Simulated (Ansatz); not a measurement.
# AlF2H3OSi···H2: what the fields show

Input file:

```
crystal:
  periodic: [false, false, false]
  atoms:
    - {symbol: Al, position_ang: [-1.418866, 0.270731, -0.148064]}
    - {symbol: H, position_ang: [-1.798008, -1.844911, 0.158353]}
    - {symbol: F, position_ang: [-2.184379, -0.105487, -1.549369]}
    - {symbol: F, position_ang: [-2.323171, 0.841246, 1.093824]}
    - {symbol: H, position_ang: [-1.460765, -1.685483, 0.816604]}
    - {symbol: O, position_ang: [0.241012, 0.346540, -0.080247]}
    - {symbol: Si, position_ang: [1.858733, 0.508350, -0.074514]}
    - {symbol: H, position_ang: [2.487212, -0.710216, -0.648761]}
    - {symbol: H, position_ang: [2.344589, 0.690311, 1.318141]}
    - {symbol: H, position_ang: [2.253742, 1.688819, -0.885867]}
basis:
  gaussian: {orbitals: def2-TZVPP}
hamiltonian: {xc: pbe0, dispersion: d4}
output: {orbitals: {seedname: orbitals}}
```

Launched as:

```sh
ansatz run in.yaml --threads 4 --pin off --events-out ev --progress --plain --max-ram 9574MiB
```

The product side of a reaction path; geometry: PBE0-D4/def2-TZVP.

Level of theory: Ansatz 0.2.0, RKS PBE0-D4/def2-TZVPP.

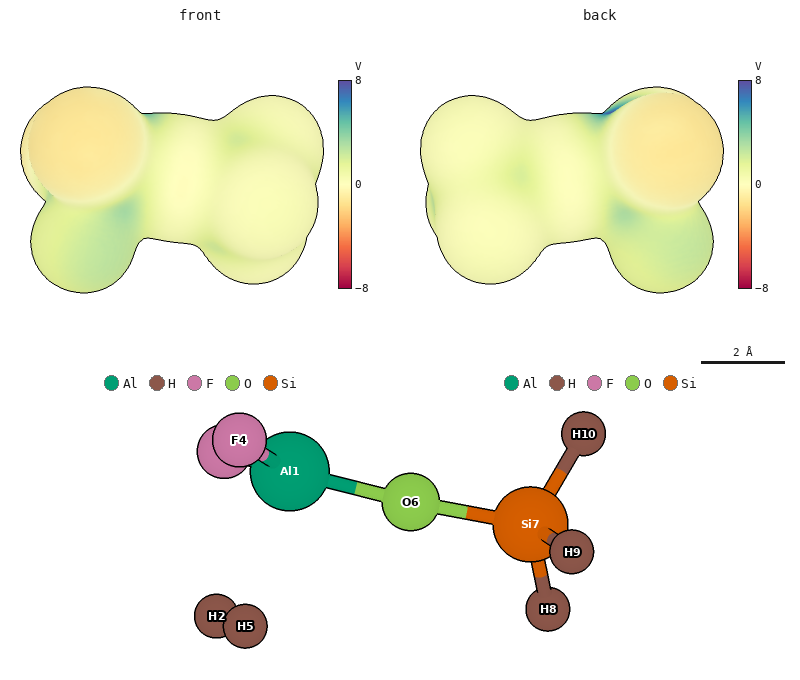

Figure 1. The molecular electrostatic potential painted on the density surface at 0.004 e/bohr³, seen from the front and from behind; red is negative and blue positive. The bare structure is drawn below in the same view.

Where is the surface potential most negative and most positive?

Answer. The most negative region (about −1.2 V, or −28 kcal/mol for a unit charge) lies over F3 and F4, the most positive (about +6.7 V, or +155 kcal/mol for a unit charge) over Al1.

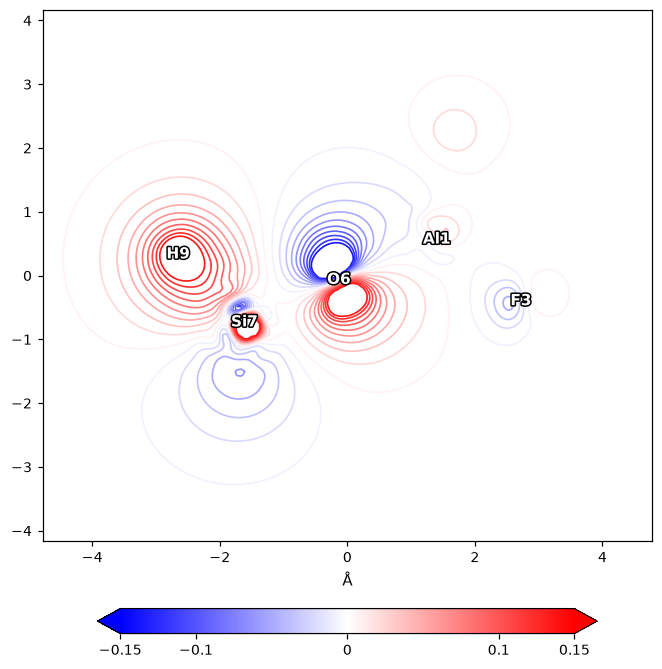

Figure 2. The HOMO−1 on the plane of atoms O6, Si7 and H9 (values in Å⁻³ᐟ²; the overall sign is arbitrary).

What is the character of this orbital?

Answer. Its weight (Hirshfeld) is mainly on Si7 (about 30 %), O6 (about 25 %), H10 (about 25 %) and H8 (about 15 %). Its energy is −9.07 eV.

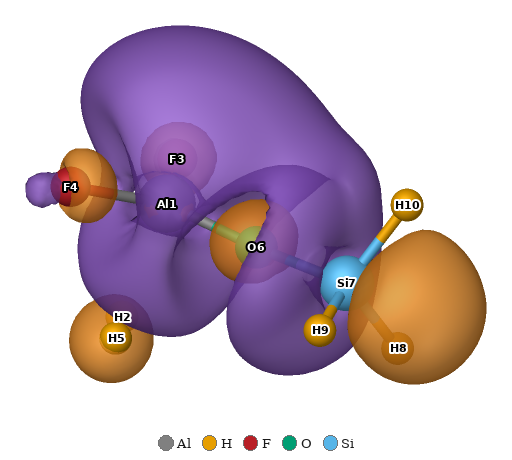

Figure 3. One frontier orbital at ±0.08 Å⁻³ᐟ² (orange and purple are the two phases), seen at a tilt.

Which orbital is it: HOMO or LUMO?

Answer. The LUMO, at −0.52 eV. It lies mainly on Al1 (about 45 %), Si7 (about 20 %), O6 (about 10 %) and F4 (about 5 %).
